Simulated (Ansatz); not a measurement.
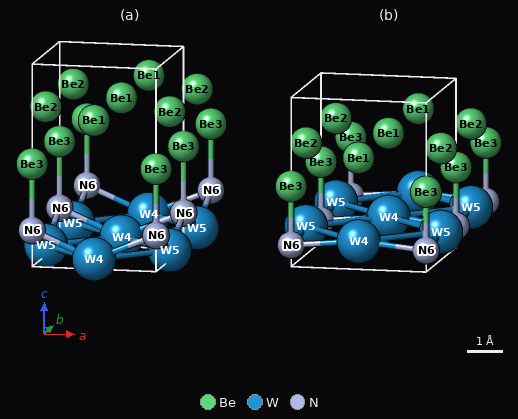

The structure of solid Be$_{3}$W$_{2}$N (a generated structure, set up in P4mm) (coarse preliminary run) before (left) and after (right) a relaxation, at one scale.

Style: ball-and-stick. Shown: the cell of the calculation, repeated 1 × 2 × 1 with one cell outlined, slightly off an axis.

These are results of Ansatz, DFT PBE, scalar-relativistic, plane waves, PAW, not measurements.

The input:
```yaml
crystal:
  lattice:
    - [3.66494059, 0.0, 0.0]
    - [0.0, 3.66494059, 0.0]
    - [0.0, 0.0, 5.946471]
  atoms:
    - { symbol: Be, position: [0.5, 0.0, 0.73424315] }
    - { symbol: Be, position: [0.0, 0.5, 0.73424315] }
    - { symbol: Be, position: [0.0, 0.0, 0.50706483] }
    - { symbol: W, position: [0.5, 0.0, 0.04951291] }
    - { symbol: W, position: [0.0, 0.5, 0.04951291] }
    - { symbol: "N", position: [0.0, 0.0, 0.17870853] }
basis:
  ecutwfc: 420
kpoints:
  mp_grid: { grid: [6, 6, 4] }
hamiltonian:
  xc: pbe
scf:
  occupations: { method: gaussian, width: 0.1 }
  lower_state_search: "off"
output:
  forces: true
  stress: true
  eigenvalues: true
relax:
  adjacent_minimum: "off"
  f_tol: 0.04
  max_steps: 70
  cell: { stress_tol: 0.4 }
```

Run as
```bash
ansatz run input.yaml --threads 1 --pin off --max-ram 2560MiB --backend cpu --events-out ev --progress --plain --runs-dir out
```

Describe what moved and what it gained.

Answer. The largest moves relative to the cell, 0.58 Å, are those of W4 and W5. W4 goes along +c. Largest moves by element: W 0.58 Å, Be 0.37 Å, N 0.25 Å. The drawn cell changes as follows: a = b 3.665 → 3.991 Å (+8.9 %), c 5.946 → 4.966 Å (−16.5 %); the volume changes by −0.9 %. Some distances before and after: Be1–W4 4.072 → 2.455 Å, Be3–W4 3.280 → 2.518 Å, Be1–W4 (another image) 1.875 → 2.511 Å, W4–W5 2.592 → 2.822 Å. Among the angles between lasting bonds that change: W4–N6–W4 134.5° → 169.3°, Be3–N6–W4 112.7° → 84.7°, W4–N6–W5 81.4° → 89.5°. The space group stays P4mm (No. 99). After 7 accepted moves (9 points after the start) the energy has fallen by 5.363 eV per cell of the calculation. The largest force component goes from 7.4 to 0.029 eV/Å. The pressure goes from 30.61 to 0.17 GPa. The line search rejected the trial step at point 6 of the run. At 1 point the geometry stayed and the basis and grid were re-selected for the new cell (energy shift of 16.8 meV per cell of the calculation at most each time).
